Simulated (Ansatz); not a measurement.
# (BP)3(GaN)1 [001] superlattice, started as zinc blende: from the cell to its phonons

Aim: the vibrations of (BP)3(GaN)1 [001] superlattice, started as zinc blende, their spectra, and whether the structure is stable.

Main program and level: Ansatz 0.2.0; DFT LDA, scalar-relativistic, plane waves, PAW.

The structure was built from a prototype and need not be the compound's stable phase.

## (1) The structure

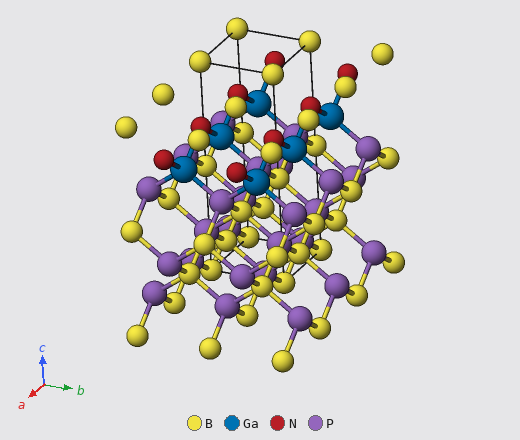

The starting structure, seen from a free direction (boron yellow, gallium blue, nitrogen red, phosphorus purple). 3×2×1 cells are drawn. Bonds to atoms that aren't drawn are left out. Some periodic images of atoms are drawn too.

## (2) Coarse relaxation

The start is far from rest, so a relaxation with loose tolerances brings it close first.

Contents of input.yaml:

```yaml
crystal:
  lattice:
    - [2.265, 2.265, 0.0]
    - [-2.265, 2.265, 0.0]
    - [0.0, 0.0, 9.06]
  atoms:
    - { symbol: B, position: [0.0, 0.0, 0.0] }
    - { symbol: B, position: [0.5, 0.5, 0.25] }
    - { symbol: B, position: [0.0, 0.0, 0.5] }
    - { symbol: Ga, position: [0.5, 0.5, 0.75] }
    - { symbol: "N", position: [0.0, 0.5, 0.875] }
    - { symbol: P, position: [0.5, 0.0, 0.125] }
    - { symbol: P, position: [0.0, 0.5, 0.375] }
    - { symbol: P, position: [0.5, 0.0, 0.625] }
kpoints:
  mp_grid: { grid: [6, 6, 2] }
hamiltonian:
  xc: lda
scf:
  occupations: { method: gaussian, width: 0.1 }
output:
  forces: true
  stress: true
  eigenvalues: true
relax:
  adjacent_minimum: "off"
  f_tol: 0.05
  max_steps: 80
  cell: { stress_tol: 0.5 }
```

Run with:

```console
$ ansatz run input.yaml --threads 8 --pin off --max-ram 14336MiB --backend cpu --events-out ev --progress --plain --runs-dir out
```

Numbers of over 12 decimals in the logs are rounded to 6 here.

The program printed:

```text
The last accepted step is kept in <dir> (removed where the run ends without a failure and the disk answers)
Engine: ansatz 0.2.0, x86_64-unknown-linux-gnu
Pseudopotentials: kind: paw
Pseudopotential: B, paw, valence charge 3, recommended cutoff 420 eV (normal), B.paw.azcp
Pseudopotential: Ga, paw, valence charge 13, recommended cutoff 420 eV (normal), Ga.paw.azcp
[...]
- [-2.209039, 2.209039, 0]
    - [0, 0, 9.095771]
  atoms:
    - { symbol: B, position: [0, 0, -0.00454524] }
    - { symbol: B, position: [0.5, 0.500000, 0.240498] }
    - { symbol: B, position: [0, 0, 0.487772] }
    - { symbol: Ga, position: [0.5, 0.500000, 0.786210] }
    - { symbol: N, position: [0, 0.500000, 0.905984] }
    - { symbol: P, position: [0.500000, 0, 0.116565] }
    - { symbol: P, position: [0, 0.500000, 0.361820] }
    - { symbol: P, position: [0.500000, 0, 0.605696] }
[key lines of the parts left out:]
SCF converged after 5 iterations
Free energy (F): -6710.246482 eV
Fermi energy:    11.069732 eV
P = ⅓ Tr σ = -0.0120 GPa (-0.120 kbar)
```

Elapsed: 12 s, on 8 threads of Intel Xeon Platinum 8259CL at 2.50GHz (Skylake/Cascade Lake), shared host; peak memory 0.57 GiB.

Step by step:

| step | energy less that of the first step (eV) | largest force component (eV/Å) | pressure (GPa) | volume (Å³) |
| --- | --- | --- | --- | --- |
| 1 | 0.0000 | 7.9952 | 5.95 | 92.96 |
| 2 | -1.8988 | 2.1060 | -1.96 | 93.36 |
| 3 | -2.1484 | 0.5471 | -3.69 | 93.41 |
| 4 | -2.2121 | 0.3014 | -0.96 | 91.58 |
| 5 | -2.2175 | 0.0551 | -0.02 | 91.08 |
| 6 | -2.2177 | 0.0215 | 0.01 | 91.05 |
| 7* | -2.2151 | 0.0213 | -0.01 | 91.05 |

Relaxation steps marked * repeat the geometry before them on a plane-wave basis chosen anew for their cell, so energy and pressure can jump there.

The run keeps the 4 symmetry operations that it works with, so distortions that break them were not tested.

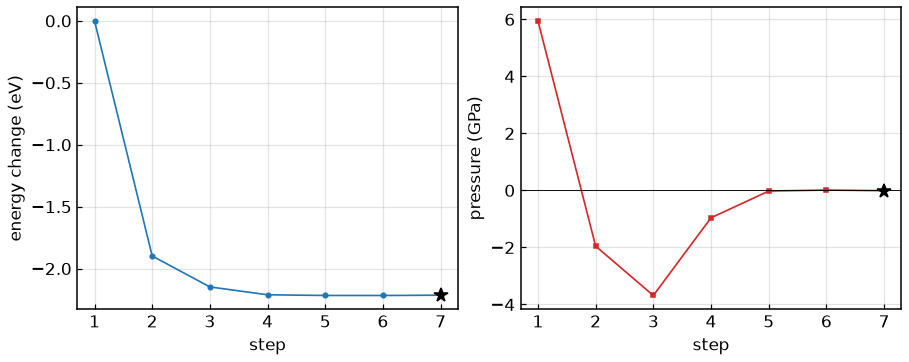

Energy and pressure along the relaxation. Stars mark steps on a basis chosen anew.

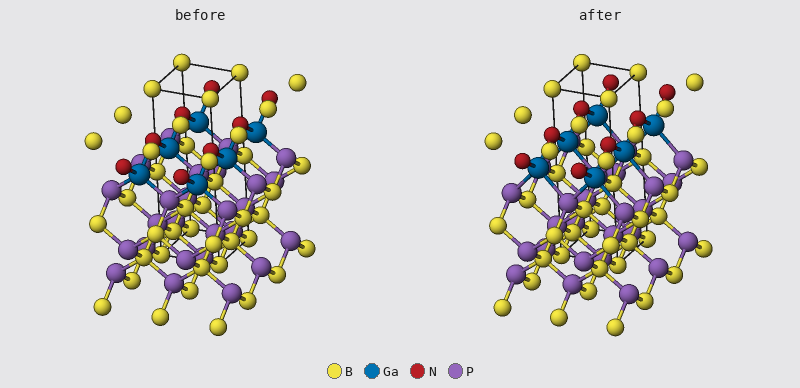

Before and after, at one scale. Bonds to atoms that aren't drawn are left out.

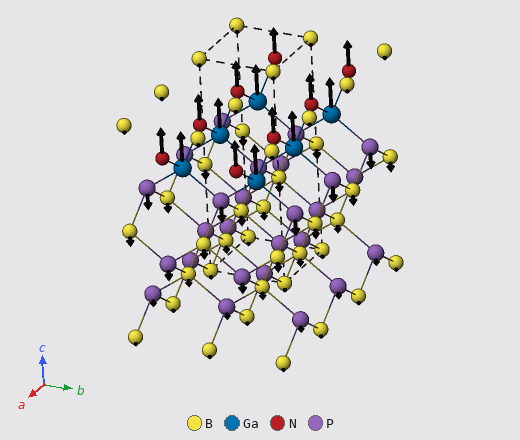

Displacements in the relaxation, exaggerated, measured against the changing cell; the longest in the cell stands for 0.33 Å. Bonds to atoms that aren't drawn are left out. 3×2×1 cells are drawn. Some periodic images of atoms are drawn too.

| conventional cell, symmetrised | before | after | change |
| --- | --- | --- | --- |
| a (Å) | 3.203 | 3.124 | -2.5 % |
| b (Å) | 3.203 | 3.204 | +0.0 % |
| c (Å) | 9.060 | 9.096 | +0.4 % |
| volume (Å³/atom) | 11.62 | 11.38 | -2.1 % |

The atoms that moved most (Å, as changes of fractional coordinates times the final cell):

| atom | dx | dy | dz | length |
| --- | --- | --- | --- | --- |
| Ga4 | 0.000 | 0.000 | 0.329 | 0.329 |
| N5 | 0.000 | 0.000 | 0.282 | 0.282 |
| P8 | 0.000 | 0.000 | -0.176 | 0.176 |
| P7 | 0.000 | 0.000 | -0.120 | 0.120 |
| B3 | 0.000 | 0.000 | -0.111 | 0.111 |
| B2 | 0.000 | 0.000 | -0.086 | 0.086 |
| P6 | 0.000 | 0.000 | -0.077 | 0.077 |
| B1 | 0.000 | 0.000 | -0.041 | 0.041 |

The relaxed structure:

```
B Ga N P
1.0
     2.26569    2.26569    0.00000
    -2.20904    2.20904    0.00000
     0.00000    0.00000    9.09577
B Ga N P
3 1 1 3
Direct
  0.00000 0.00000 0.99545
  0.50000 0.50000 0.24050
  0.00000 0.00000 0.48777
  0.50000 0.50000 0.78621
  0.00000 0.50000 0.90598
  0.50000 0.00000 0.11657
  0.00000 0.50000 0.36182
  0.50000 0.00000 0.60570
```

Numbers from this step:

| Property | Result |
| --- | --- |
| pressure | -0.01199 GPa |
| volume per atom | 11.38 Å³ |
| gap on the k-mesh | 0 eV |

In this step the volume went from 11.62 to 11.38 Å³/atom.

## (3) Bringing the structure to rest

Harmonic phonons are second derivatives at a point where the forces vanish, and they are wanted at zero stress, so atoms and cell are relaxed first.

Contents of input.yaml:

```yaml
crystal:
  lattice:
    - [2.26568646, 2.26568646, 0.0]
    - [-2.2090391006, 2.2090391006, 0.0]
    - [0.0, 0.0, 9.0957710342]
  atoms:
    - { symbol: B, position: [0.0, 0.0, -0.0045452386] }
    - { symbol: B, position: [0.5, 0.5, 0.2404975433] }
    - { symbol: B, position: [0.0, 0.0, 0.4877722613] }
    - { symbol: Ga, position: [0.5, 0.5, 0.7862099201] }
    - { symbol: "N", position: [0.0, 0.5, 0.9059842521] }
    - { symbol: P, position: [0.5, 0.0, 0.1165650739] }
    - { symbol: P, position: [0.0, 0.5, 0.3618202077] }
    - { symbol: P, position: [0.5, 0.0, 0.6056959802] }
kpoints:
  mp_grid: { grid: [12, 12, 4] }
hamiltonian:
  xc: lda
scf:
  occupations: { method: gaussian, width: 0.1 }
output:
  forces: true
  stress: true
  eigenvalues: true
  write_density: true
  write_potential: true
  elf: true
  volumetric_format: npy
relax:
  adjacent_minimum: "off"
  f_tol: 0.005
  max_steps: 80
  cell: { stress_tol: 0.05 }
```

The program printed:

```text
[...]
Crystal: 8 atoms, lattice volume = 91.048 Å³
Basis set: ecut = 420 eV, 1799 PW (Γ)
Bands: 29, of which v1, the nominal top of the filled ones, is band 21 counted from 1 (20 counted from 0)
Symmetry: 4 space group operations
[...]
k-points: 147 of 576 (time reversal used)
[...]
SCF iter   1: F=—  HF=-6710.278930 eV  |F-HF|=—  |Δ(HF+E_count)|=         —  Δρ=8.67e-3  dr2=7.61e-2  ethr=1.77e-3  ⟨swp⟩=6.9  Hψ=22516  notcnv=0
[...]
SCF iter   9: F=-6710.260848 eV  HF=-6710.260848 eV  |F-HF|=7.34e-9  |Δ(HF+E_count)|=   5.57e-8  Δρ=3.00e-6  dr2=1.32e-8  ethr=2.38e-10  ⟨swp⟩=14.5  Hψ=30975  notcnv=0
SCF 1 converged in 9 iterations: F = -6710.260848 eV  dr2 = 1.32e-8
[...]
relax step   1: F+E_penalty+E_count = -6710.26084821 eV  Δ(F+E_penalty+E_count) = +0.000e0 eV  max|allowed force component| = 8.042e-2 eV/Å  Δτ_max = 0.0000 Å  P = +0.027 GPa  Ω = 91.048 Å³  (9 SCF iters, dr2 threshold 1.00e-7 eV, accepted)
Crystal: 8 atoms, lattice volume = 91.064 Å³
[...]
SCF iter   6: F=-6710.262068 eV  HF=-6710.262068 eV  |F-HF|=2.16e-7  |Δ(HF+E_count)|=   2.30e-7  Δρ=1.26e-5  dr2=2.04e-7  ethr=1.17e-9  ⟨swp⟩=12.1  Hψ=32560  notcnv=0
SCF 2 converged in 6 iterations: F = -6710.262068 eV  dr2 = 2.04e-7
  Residual-converged pass: ⟨swp⟩=1.1  Hψ=4860  notcnv=0  max |occ|·‖R‖ = 7.1e-9 eV (tolerance 1.0e-8 eV)  dr2=2.04e-7  dr2_onsite=8.65e-8  max |Δocc| = 1.3e-10
relax step   2: F+E_penalty+E_count = -6710.26206792 eV  Δ(F+E_penalty+E_count) = -1.220e-3 eV  max|allowed force component| = 6.032e-2 eV/Å  Δτ_max = 0.0048 Å  P = +0.049 GPa  Ω = 91.064 Å³  energy of the carried Pulay correction = -2.707e-5 eV  (6 SCF iters, dr2 threshold 4.90e-7 eV, accepted)
[...]
SCF iter   6: F=-6710.262233 eV  HF=-6710.262233 eV  |F-HF|=2.07e-8  |Δ(HF+E_count)|=   4.66e-8  Δρ=3.10e-6  dr2=2.72e-8  ethr=5.41e-10  ⟨swp⟩=10.0  Hψ=28054  notcnv=0
SCF 3 converged in 6 iterations: F = -6710.262233 eV  dr2 = 2.72e-8
relax step   3: F+E_penalty+E_count = -6710.26223264 eV  Δ(F+E_penalty+E_count) = -1.647e-4 eV  max|allowed force component| = 2.163e-2 eV/Å  Δτ_max = 0.0024 Å  P = +0.066 GPa  Ω = 91.064 Å³  energy of the carried Pulay correction = -2.697e-5 eV  (6 SCF iters, dr2 threshold 2.27e-7 eV, accepted)
[...]
relax step   4: F+E_penalty+E_count = -6710.26220515 eV  Δ(F+E_penalty+E_count) = +2.750e-5 eV  max|allowed force component| = 6.523e-3 eV/Å  Δτ_max = 0.0011 Å  P = +0.018 GPa  Ω = 91.092 Å³  energy of the carried Pulay correction = -7.590e-5 eV  (6 SCF iters, dr2 threshold 2.92e-8 eV, accepted)
[...]
relax step   5: F+E_penalty+E_count = -6710.26218825 eV  Δ(F+E_penalty+E_count) = +1.690e-5 eV  max|allowed force component| = 5.427e-4 eV/Å  Δτ_max = 0.0003 Å  P = -0.002 GPa  Ω = 91.103 Å³  energy of the carried Pulay correction = -9.507e-5 eV  (6 SCF iters, dr2 threshold 2.66e-9 eV, accepted)
[...]
SCF iter   6: F=-6710.262295 eV  HF=-6710.262295 eV  |F-HF|=3.27e-11  |Δ(HF+E_count)|=  1.46e-11  Δρ=9.61e-8  dr2=3.27e-11  ethr=1.00e-12  ⟨swp⟩=6.0  Hψ=18096  notcnv=0
SCF 6 converged in 6 iterations: F = -6710.262295 eV  dr2 = 3.27e-11
relax step   6: F+E_penalty+E_count = -6710.26229469 eV  Δ(F+E_penalty+E_count) = -1.064e-4 eV  max|allowed force component| = 4.015e-4 eV/Å  Δτ_max = 0.0000 Å  P = -0.001 GPa  Ω = 91.103 Å³  stress off target by 9.52e-3 GPa  SCF on the basis re-selected at this cell (its energy is not comparable with the rows above)  (6 SCF iters)
basis re-selected at this cell: Δ(F+E_penalty+E_count) = -1.064e-4 eV, ΔP = +0.001 GPa vs the last step (what re-selecting the basis moved, of the pressure what is left beyond the Pulay correction that the steps carried, after the strain that the cell walked since its last selection, with what the two solves' SCF thresholds leave and, on support functions, any second-order correction that the steps lacked; it is no m [...]
SCF converged after 6 iterations
Free energy (F): -6710.262295 eV
[...]
Internal energy: -6710.257425 eV  (E = F + TS)
E sigma→0 (E₀):  -6710.259860 eV
Entropy (-TS):   -0.004870 eV (-0.609 meV/atom)
Fermi energy:    11.009223 eV
[...]
--- Forces (eV/Å), atoms counted from 1 ---
  atom   1  B      0.00000000     0.00000000     0.00024485
  atom   2  B      0.00000000     0.00000000     0.00038263
  atom   3  B      0.00000000     0.00000000     0.00010484
  atom   4  Ga     0.00000000     0.00000000    -0.00040149
  atom   5  N      0.00000000     0.00000000    -0.00028309
  atom   6  P      0.00000000     0.00000000     0.00008548
  atom   7  P      0.00000000     0.00000000    -0.00030564
  atom   8  P      0.00000000     0.00000000     0.00017213
  max |Σ_I F_I| component: 2.84e-7 eV/Å
--- Stress (GPa, compression-positive) ---
       -0.006133       0.000878      -0.000000
        0.000878      -0.006133       0.000000
       -0.000000       0.000000       0.009516
  P = ⅓ Tr σ = -0.0009 GPa (-0.009 kbar)
--- Band table (eV; the first three rows and the last of 147) ---
  k-point 0: bands = [... 17 lower, 8.0114, 9.1634, 9.6862, 10.4739, 11.1944, 11.5519, 11.6817, 12.5350, ... 4 higher]
  k-point 1: bands = [... 17 lower, 8.1005, 8.8083, 9.4968, 10.5392, 11.0323, 11.5043, 11.7582, 12.5613, ... 4 higher]
  k-point 2: bands = [... 17 lower, 8.1104, 8.1911, 9.2807, 10.5900, 10.8794, 11.4544, 11.8476, 12.6198, ... 4 higher]
  k-point 146: bands = [... 17 lower, 4.9231, 4.9778, 5.1769, 5.3947, 12.1213, 12.2552, 12.3932, 12.8177, ... 4 higher]
--- Relaxed structure (5 steps of the walk, 5 accepted, 1 SCFs on fresh bases) ---
[...]
cell:  # Å, volume = 91.1025 Å³
    - [2.259397, 2.259397, 0]
    - [-2.213824, 2.213824, 0]
    - [0, 0, 9.106780]
  atoms:
    - { symbol: B, position: [0, 0, -0.00514899] }
    - { symbol: B, position: [0.500000, 0.500000, 0.240389] }
    - { symbol: B, position: [0, 0, 0.487904] }
    - { symbol: Ga, position: [0.500000, 0.500000, 0.785426] }
    - { symbol: N, position: [0, 0.5, 0.905943] }
    - { symbol: P, position: [0.500000, 0, 0.116756] }
    - { symbol: P, position: [0, 0.5, 0.362427] }
    - { symbol: P, position: [0.500000, 0, 0.606304] }
```

The job ended after 37 s (8 threads; peak memory 0.78 GiB).

The steps of the relaxation:

| step | energy less that of the first step (eV) | largest force component (eV/Å) | pressure (GPa) | volume (Å³) |
| --- | --- | --- | --- | --- |
| 1 | 0.0000 | 0.0804 | 0.03 | 91.05 |
| 2 | -0.0012 | 0.0603 | 0.05 | 91.06 |
| 3 | -0.0014 | 0.0216 | 0.07 | 91.06 |
| 4 | -0.0014 | 0.0065 | 0.02 | 91.09 |
| 5 | -0.0013 | 0.0005 | 0.00 | 91.10 |
| 6* | -0.0014 | 0.0004 | 0.00 | 91.10 |

Relaxation steps marked * repeat the geometry before them on a plane-wave basis chosen anew for their cell, so energy and pressure can jump there.

The run keeps the 4 symmetry operations that it works with, so distortions that break them were not tested.

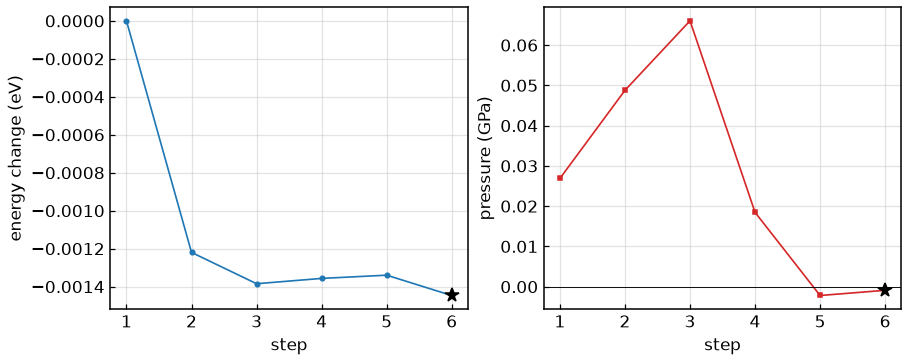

Energy and pressure along the relaxation. Stars mark steps on a basis chosen anew.

| cell as run | before | after | change |
| --- | --- | --- | --- |
| a (Å) | 3.204 | 3.195 | -0.3 % |
| b (Å) | 3.124 | 3.131 | +0.2 % |
| c (Å) | 9.096 | 9.107 | +0.1 % |
| volume (Å³/atom) | 11.38 | 11.39 | +0.1 % |

Final coordinates:

```
B Ga N P
1.0
     2.25940    2.25940    0.00000
    -2.21382    2.21382    0.00000
     0.00000    0.00000    9.10678
B Ga N P
3 1 1 3
Direct
  0.00000 0.00000 0.99485
  0.50000 0.50000 0.24039
  0.00000 0.00000 0.48790
  0.50000 0.50000 0.78543
  0.00000 0.50000 0.90594
  0.50000 0.00000 0.11676
  0.00000 0.50000 0.36243
  0.50000 0.00000 0.60630
```

This step gave:

* pressure: -9.17e-4 GPa
* volume per atom: 11.39 Å³

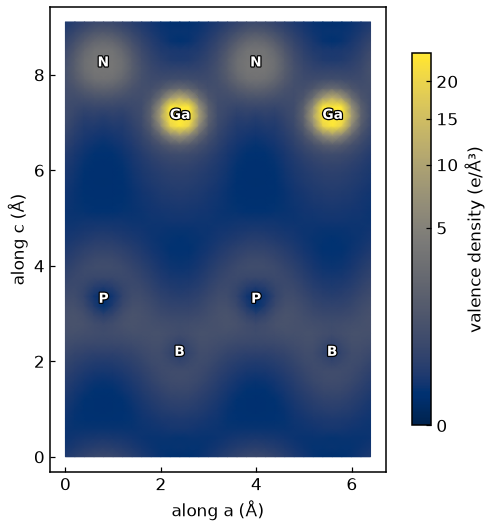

Valence density in the ac plane at fractional y = 0.500, with atoms of B and Ga and N and P within 0.2 Å of it. It is the smooth field of the valence electrons, not physical close to the nuclei. The map starts off the cell's origin, so that atoms lie inside it. The colour scale is stretched toward low values.

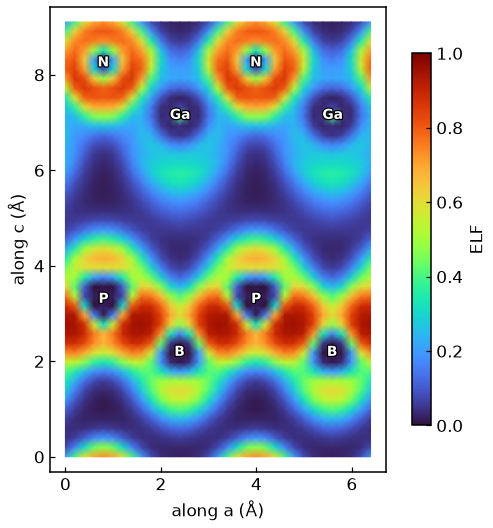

ELF in the ac plane at fractional y = 0.500, with atoms of B and Ga and N and P within 0.2 Å of it. It is the smooth field of the valence electrons, not physical close to the nuclei. The map starts off the cell's origin, so that atoms lie inside it.

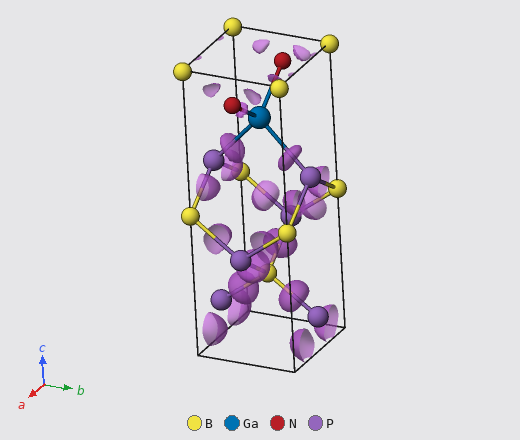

Surface of ELF = 0.85. Bonds to atoms that aren't drawn are left out.

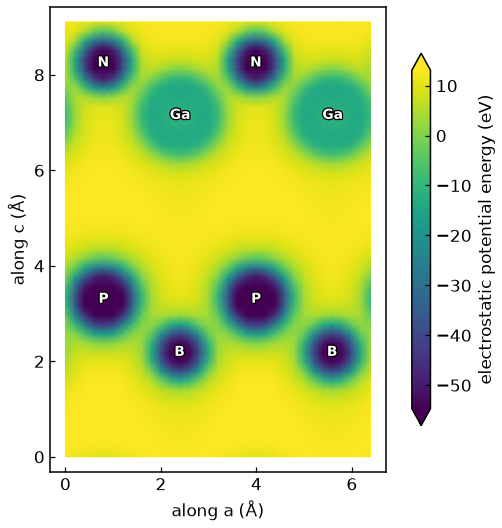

Electrostatic potential energy in the ac plane at fractional y = 0.500, with atoms of B and Ga and N and P within 0.2 Å of it. With pseudopotentials it is smooth inside the atoms' cores, unlike the true potential. The map starts off the cell's origin, so that atoms lie inside it.

In this step the volume went from 11.38 to 11.39 Å³/atom.

## (4) Tight relaxation

Phonons need a cell at rest on their own settings, so the relaxation is repeated with tight tolerances on forces and stress on the k mesh and occupations of the first response run.

Contents of input.yaml:

```yaml
crystal:
  lattice:
    - [2.2593965244, 2.2593965244, 0.0]
    - [-2.2138237319, 2.2138237319, 0.0]
    - [0.0, 0.0, 9.1067795065]
  atoms:
    - { symbol: B, position: [0.0, 0.0, -0.0051489916] }
    - { symbol: B, position: [0.5, 0.5, 0.2403886361] }
    - { symbol: B, position: [0.0, 0.0, 0.487904279] }
    - { symbol: Ga, position: [0.5, 0.5, 0.7854256265] }
    - { symbol: "N", position: [0.0, 0.5, 0.9059434358] }
    - { symbol: P, position: [0.5, 0.0, 0.116756399] }
    - { symbol: P, position: [0.0, 0.5, 0.3624266754] }
    - { symbol: P, position: [0.5, 0.0, 0.6063039398] }
kpoints:
  mp_grid: { grid: [12, 12, 4] }
hamiltonian:
  xc: lda
scf:
  occupations: { method: methfessel_paxton, width: 0.2 }
output:
  forces: true
  stress: true
  eigenvalues: true
relax:
  adjacent_minimum: "off"
  f_tol: 0.001
  max_steps: 60
  cell: { stress_tol: 0.01 }
```

The program printed:

```text
[...]
Crystal: 8 atoms, lattice volume = 91.103 Å³
Basis set: ecut = 420 eV, 1799 PW (Γ)
Bands: 29, of which v1, the nominal top of the filled ones, is band 21 counted from 1 (20 counted from 0)
Symmetry: 4 space group operations
[...]
k-points: 147 of 576 (time reversal used)
[...]
- [2.259040, 2.259040, 0]
    - [-2.214507, 2.214507, 0]
    - [0, 0, 9.106262]
  atoms:
    - { symbol: B, position: [0, 0, -0.00516255] }
    - { symbol: B, position: [0.500000, 0.500000, 0.240385] }
    - { symbol: B, position: [0, 0, 0.487897] }
    - { symbol: Ga, position: [0.500000, 0.500000, 0.785340] }
    - { symbol: N, position: [0, 0.5, 0.905935] }
    - { symbol: P, position: [0.5, 0, 0.116780] }
    - { symbol: P, position: [0, 0.5, 0.362465] }
    - { symbol: P, position: [0.5, 0, 0.606361] }
[key lines of the parts left out:]
SCF converged after 7 iterations
Free energy (F): -6710.261253 eV
Fermi energy:    11.010142 eV
P = ⅓ Tr σ = 0.0010 GPa (0.010 kbar)
```

Wall time 27 s (8 threads); peak memory 0.76 GiB.

Little changed from the start: no atom moved by 0.005 Å and no cell edge by 0.1 %.

Numbers from this step:

```
pressure : 0.001015 GPa
```

The largest force component left is 0.44 meV/Å and the pressure is 0.001 GPa, within the tolerances set. The cell now holds 11.39 Å³/atom.

[end of part 1 of 2]

[Logs are printed without paths, hosts, clocks, repeated set-up lines and the standing remarks that a program may print on its own settings, such as how far it seeks lower states.]

[Hosts, paths, dates, database ids (printed as entryN), source tags and the programs' standing remarks are cut or masked in the printed files.]
